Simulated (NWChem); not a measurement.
# C2H6BeS (BeMe(SMe)) at 3 levels

Aim: a comparison of 3 runs (HF/STO-3G, HF/3-21G, B3LYP/6-31G*) of C2H6BeS (BeMe(SMe)). 

Program for the calculation: NWChem 7.3.0.

**1. The structure to begin with**

The species is C2H6BeS (10 atoms), meant as a singlet with charge 0. SMILES: `[CH3][Be][S]C`. The shape comes from GFN2-xTB, which is rough for such elements, and wasn't checked as a minimum.

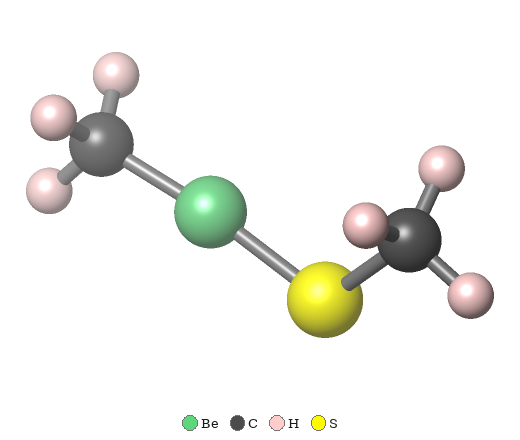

Viewed from a chosen angle; beryllium green, carbon dark grey, hydrogen pink, sulfur yellow.

**2. Energy and gradient at HF/STO-3G (run 1)**

Input file c2h6bes.nw:

```
start c2h6bes
title "C2H6BeS hf"
memory 2200 mb
charge 0
geometry units atomic noautosym nocenter noautoz
  Be     0.38635451    -1.23109988     0.82348595
  C      0.65811602    -1.56083819     4.05453968
  H     -1.12174143    -1.55785242     5.08415696
  H      1.78862578    -0.10213970     4.96336567
  H      1.56667744    -3.32886595     4.59112741
  S      0.25579333    -1.25184907    -2.77394788
  C     -0.74317259     1.82912261    -3.98851265
  H     -2.64325442     2.24935990    -3.34175388
  H     -0.71473221     1.67225644    -6.03480258
  H      0.56737137     3.28188736    -3.37767758
end
basis "ao basis" spherical bse
  * library STO-3G
end
scf
  thresh 1e-08
  maxiter 80
  print medium
end
task scf gradient
```

Started as:

```
$ nwchem c2h6bes.nw > c2h6bes.out
```

What it wrote:

```text
[...]
  functions       =    30
[...]
  wavefunction    = RHF
[...]
         Total SCF energy =   -485.974593838272
      One-electron energy =   -910.766291380767
      Two-electron energy =    304.617611917142
 Nuclear repulsion energy =    120.174085625354
        Time for solution =      1.2s
[...]
                         RHF ENERGY GRADIENTS
    atom               coordinates                        gradient
                 x          y          z           x          y          z
   1 Be      0.386355  -1.231100   0.823486    0.002424  -0.006121   0.017298
   2 C       0.658116  -1.560838   4.054540   -0.001759   0.002168  -0.008259
   3 H      -1.121741  -1.557852   5.084157    0.001910  -0.000700   0.007746
   4 H       1.788626  -0.102140   4.963366    0.000020  -0.001395   0.007553
   5 H       1.566677  -3.328866   4.591127    0.000525  -0.000609   0.006364
   6 S       0.255793  -1.251849  -2.773948   -0.000799   0.000268  -0.019004
   7 C      -0.743173   1.829123  -3.988513   -0.007154   0.022099  -0.017580
   8 H      -2.643254   2.249360  -3.341754    0.000016  -0.006163   0.003295
   9 H      -0.714732   1.672256  -6.034803    0.001453  -0.004323  -0.000505
  10 H       0.567371   3.281887  -3.377678    0.003365  -0.005224   0.003090
[...]
```

Wall time 2.1 s (1 thread of Intel Xeon Platinum 8488C (Sapphire Rapids), shared host); peak memory 0.099 GiB.

**3. Energy and forces at HF/3-21G (run 2)**

Input file c2h6bes.nw:

```
start c2h6bes
title "C2H6BeS"
memory stack 880 mb heap 220 mb global 1100 mb

geometry noautosym nocenter noautoz
  Be    0.204450   -0.651470    0.435770
  C     0.348260   -0.825960    2.145570
  H    -0.593600   -0.824380    2.690420
  H     0.946500   -0.054050    2.626500
  H     0.829050   -1.761560    2.429520
  S     0.135360   -0.662450   -1.467910
  C    -0.393270    0.967930   -2.110630
  H    -1.398750    1.190310   -1.768380
  H    -0.378220    0.884920   -3.193480
  H     0.300240    1.736700   -1.787390
end

basis spherical bse
  Be library 3-21G
  C library 3-21G
  H library 3-21G
  S library 3-21G
end

scf
  singlet
  rhf
  thresh 1e-08
  maxiter 80
  print medium
end

task scf gradient
```

Started as:

```
$ nwchem c2h6bes.nw > c2h6bes.out
```

What it wrote:

```text
[...]
  functions       =    52
[...]
  wavefunction    = RHF
[...]
         Total SCF energy =   -488.960081145647
      One-electron energy =   -911.161521314346
      Two-electron energy =    302.027345900515
 Nuclear repulsion energy =    120.174094268184
        Time for solution =      1.5s
[...]
                         RHF ENERGY GRADIENTS
    atom               coordinates                        gradient
                 x          y          z           x          y          z
   1 Be      0.386354  -1.231100   0.823486   -0.001411   0.001868  -0.017350
   2 C       0.658116  -1.560838   4.054539   -0.000586  -0.000077  -0.005540
   3 H      -1.121741  -1.557852   5.084157    0.005382  -0.000693   0.004881
   4 H       1.788626  -0.102140   4.963365   -0.002361  -0.004385   0.004749
   5 H       1.566677  -3.328866   4.591127   -0.001526   0.003379   0.005051
   6 S       0.255793  -1.251849  -2.773948   -0.008351   0.027236  -0.000695
   7 C      -0.743173   1.829122  -3.988512    0.008240  -0.024427   0.008410
   8 H      -2.643254   2.249360  -3.341754   -0.004679  -0.001603   0.003628
   9 H      -0.714732   1.672256  -6.034802    0.000766  -0.002498  -0.006506
  10 H       0.567371   3.281887  -3.377677    0.004527   0.001200   0.003372
[...]
```

Wall time 2.5 s (1 thread of Intel Xeon Platinum 8488C (Sapphire Rapids), shared host); peak memory 0.098 GiB.

**4. Energy and forces at B3LYP/6-31G(d) (Cartesian functions) (run 3)**

Input file a.nw:

```
start a
title "C2H6BeS"
memory 2200 mb
charge 0

geometry units atomic noautosym nocenter noautoz
  Be     0.38635451    -1.23109988     0.82348595
  C      0.65811602    -1.56083819     4.05453968
  H     -1.12174143    -1.55785242     5.08415696
  H      1.78862578    -0.10213970     4.96336567
  H      1.56667744    -3.32886595     4.59112741
  S      0.25579333    -1.25184907    -2.77394788
  C     -0.74317259     1.82912261    -3.98851265
  H     -2.64325442     2.24935990    -3.34175388
  H     -0.71473221     1.67225644    -6.03480258
  H      0.56737137     3.28188736    -3.37767758
end

basis cartesian
  * library 6-31G*
end

dft
  xc b3lyp
  grid xfine
  convergence energy 1e-08
  maxiter 100
  mulliken
end

task dft gradient
```

Started as:

```
$ nwchem a.nw > a.out
```

What it wrote:

```text
[...]
          Wavefunction type:  closed shell.
          No. of atoms     :    10
          No. of electrons :    38
[...]
          Charge           :     0
          Spin multiplicity:     1
[...]
          AO basis - number of functions:    76
[...]
              XC Information
              --------------
                         B3LYP Method XC Potential
                     Hartree-Fock (Exact) Exchange  0.200
                        Slater Exchange Functional  0.800 local
                    Becke 1988 Exchange Functional  0.720 non-local
              Lee-Yang-Parr Correlation Functional  0.810
                  VWN I RPA Correlation Functional  0.190 local
[...]
 d= 0,ls=0.0,diis     1   -492.7593092768 -6.13D+02  1.06D-02  4.67D-01     3.2
[...]
 d= 0,ls=0.0,diis     8   -492.8072314210 -2.69D-09  2.30D-06  2.47D-08    22.7
         Total DFT energy =     -492.807231421004
      One electron energy =     -914.579691831646
           Coulomb energy =      343.302991925378
    Exchange-Corr. energy =      -41.704617140090
 Nuclear repulsion energy =      120.174085625354
[...]
      Total Density - Mulliken Population Analysis
     ---------------------------------------------
    Atom       Charge   Shell Charges
 -----------   ------   -------------------------------------------------------
    1 Be   4     3.68   1.99  0.43  0.78  0.26  0.18  0.03
    2 C    6     6.62   1.99  0.67  2.12  0.65  1.16  0.02
    3 H    1     0.85   0.52  0.33
    4 H    1     0.85   0.52  0.33
    5 H    1     0.85   0.52  0.33
    6 S   16    16.16   2.00  1.99  5.97  1.38  3.08  0.47  1.26  0.00
    7 C    6     6.58   1.99  0.68  2.09  0.70  1.08  0.03
    8 H    1     0.81   0.53  0.29
    9 H    1     0.80   0.52  0.28
   10 H    1     0.81   0.53  0.29
[...]
  wavefunction    = closed shell
[...]
```

It took 30 s on 1 thread of Intel Xeon Platinum 8488C (Sapphire Rapids), shared host; peak memory 0.15 GiB.

**5. The series**

```
run                               level  Cartesian functions  iteration cap  energy (Eh)  dipole moment (D)  HOMO energy (eV)  LUMO energy (eV)  wall time
  1                           HF/STO-3G                   no             80  -485.974594               1.18             -7.15              6.32      2.1 s
  2                            HF/3-21G                   no             80  -488.960081               2.24             -9.62              2.63      2.5 s
  3  B3LYP/6-31G* (Cartesian functions)                  yes            100  -492.807231               1.73             -6.55             -0.64       30 s
```

**6. Summary of results**

| quantity | value |
| --- | --- |
| run 3: total energy | -492.80723 Eh |
| run 3: dipole moment | 1.73 D |
| run 3: HOMO energy | -6.55 eV |
| run 3: LUMO energy | -0.64 eV |
| run 3: HOMO–LUMO gap | 5.91 eV |
| run 3: largest force on an atom | 0.695 eV/Å |

The dipole moment (its size) runs from 1.18 D (HF/STO-3G) to 2.24 D (HF/3-21G). The HOMO–LUMO gap runs from 5.91 eV (B3LYP/6-31G*) to 13.46 eV (HF/STO-3G). The two ends differ in method and basis. In run 1 the basis is minimal, so the values are rough. All runs together took 34 s, the longest 30 s.
